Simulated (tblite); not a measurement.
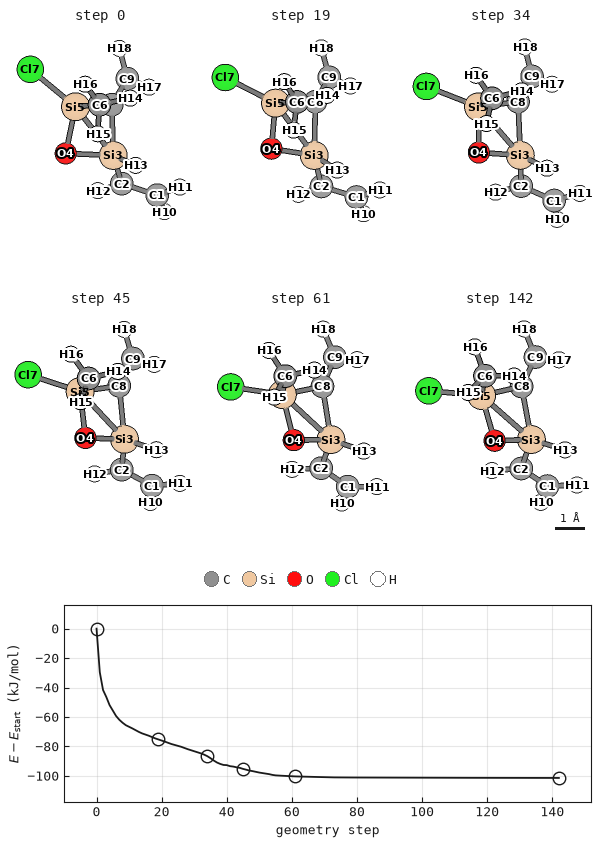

Frames of a relaxation of C₅H₉ClOSi₂, marked on the history of the run. Style: ball-and-stick. Shown from a free direction.

Computed with GFN2-xTB geometry optimisation, gas phase (tblite 0.8.0). 

Q: What happens along the run?

A: Over 142 geometry steps the energy falls by 101.4 kJ/mol. The largest moves after the best rigid fit, 1.43 Å, are those of Cl7 and H15. Largest moves by element: H 1.43 Å, Cl 1.42 Å, O 1.15 Å, C 0.69 Å, Si 0.64 Å. Some distances before and after: Si3–Si5 2.380 → 2.597 Å, O4–Si5 1.746 → 1.660 Å, Si3–C8 1.829 → 1.908 Å, Si3–O4 1.751 → 1.675 Å. Among the angles between lasting bonds that change: Si3–Si5–C6 97.7° → 125.3°, Si3–Si5–Cl7 147.6° → 121.2°, C2–Si3–Si5 145.1° → 123.2°. Groups turn about Si5–C6 by about 45°, O4–Si5 by about 35°, Si3–O4 by about 30°. The run took 2.7 s on 1 thread of Intel(R) Xeon(R) Processor, on a shared host. From step 0 to 19: Cl7 moves most (0.34 Å), energy −75.2 kJ/mol. From step 19 to 34: H15 moves most (0.44 Å), energy −11.3 kJ/mol. From step 34 to 45: H13 moves most (0.37 Å), energy −8.67 kJ/mol. From step 45 to 61: Cl7 moves most (0.51 Å), energy −5.10 kJ/mol. From step 61 to 142: H atoms move most (0.27 Å), energy −1.04 kJ/mol.

| step | E − E(0), kJ/mol |
| --- | --- |
| 0 | 0.00 |
| 1 | -29.62 |
| 2 | -41.68 |
| 3 | -46.41 |
| 4 | -51.92 |
| 5 | -55.64 |
| 6 | -59.32 |
| 7 | -61.90 |
| 8 | -63.90 |
| 9 | -65.58 |
| 10 | -66.67 |
| 17 | -73.60 |
| 24 | -78.97 |
| 31 | -83.92 |
| 38 | -91.88 |
| 45 | -95.25 |
| 52 | -98.40 |
| 59 | -100.18 |
| 66 | -100.65 |
| 73 | -101.02 |
| 79 | -101.10 |
| 86 | -101.14 |
| 93 | -101.18 |
| 100 | -101.22 |
| 107 | -101.27 |
| 114 | -101.31 |
| 121 | -101.33 |
| 128 | -101.34 |
| 135 | -101.36 |
| 142 | -101.39 |
